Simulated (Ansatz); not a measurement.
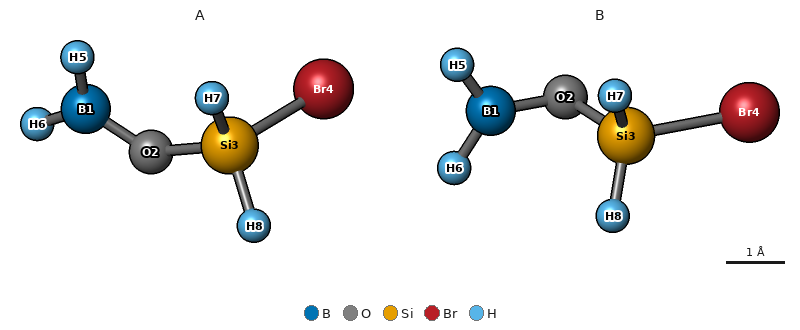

Two geometries of BSiH4OBr (coarse preliminary run), drawn at one scale. One is the start of a relaxation, the other its converged end. Style: ball-and-stick. Shown at a tilt.

All numbers below come from RKS PBE-D4/def2-SVP (Ansatz). Settings: force threshold 0.03 eV/Å; at most 200 steps.

Q: Which of the two is the end point?

A: Structure A is the relaxed one. The start comes from a force field. Over 16 geometry steps the energy falls by 19.4 kcal/mol. Largest force component: 2 eV/Å at the start, 0.029 eV/Å at the end. The largest move after the best rigid fit is that of O2, 1.06 Å. Largest moves by element: O 1.06 Å, H 1.04 Å, Br 0.69 Å, Si 0.30 Å, B 0.19 Å. Some distances before and after: B1–Si3 2.468 → 2.770 Å, Si3–H8 1.426 → 1.494 Å, B1–O2 1.429 → 1.362 Å, B1–H5 1.170 → 1.224 Å. Among the angles between lasting bonds that change: B1–O2–Si3 103.8° → 129.7°, H5–B1–H6 116.5° → 122.5°, H7–Si3–H8 107.9° → 113.4°. Groups turn about B1–O2 by about 90°, O2–Si3 by about 75°.
